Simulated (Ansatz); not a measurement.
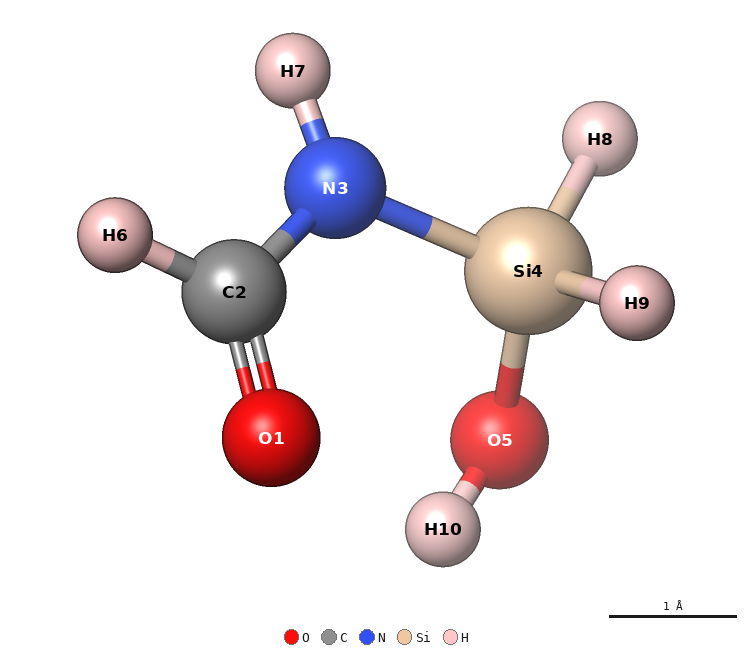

Orthographic view. Atoms fade into the background with distance from the viewer. The geometry was computed by an optimisation with PBE0-D4/def2-TZVP. No frequency run is at hand to confirm it as a minimum.

Write a MOL file (V2000) with the atoms in numerical order, bonds sorted by atom number with the orders drawn, and coordinates in the frame of the picture: x right, y up, z towards the viewer, origin at the mean position.

```
CH5NO2Si
                    3D

 10  9  0  0  0  0  0  0  0  0999 V2000
   -0.9900   -1.1700    1.0900 O   0  0  0  0  0  0  0  0  0  0  0  0
   -1.2800   -0.0100    0.8500 C   0  0  0  0  0  0  0  0  0  0  0  0
   -0.4800    0.8100    0.1400 N   0  0  0  0  0  0  0  0  0  0  0  0
    1.0500    0.1600   -0.4400 Si  0  0  0  0  0  4  0  0  0  0  0  0
    0.8200   -1.1800   -1.3500 O   0  0  0  0  0  0  0  0  0  0  0  0
   -2.2200    0.4400    1.2100 H   0  0  0  0  0  0  0  0  0  0  0  0
   -0.8100    1.7400   -0.0500 H   0  0  0  0  0  0  0  0  0  0  0  0
    1.6200    1.2000   -1.3200 H   0  0  0  0  0  0  0  0  0  0  0  0
    1.9100   -0.1000    0.7400 H   0  0  0  0  0  0  0  0  0  0  0  0
    0.3700   -1.8900   -0.8800 H   0  0  0  0  0  0  0  0  0  0  0  0
  1  2  2  0
  2  3  1  0
  2  6  1  0
  3  4  1  0
  3  7  1  0
  4  5  1  0
  4  8  1  0
  4  9  1  0
  5 10  1  0
M  END
```
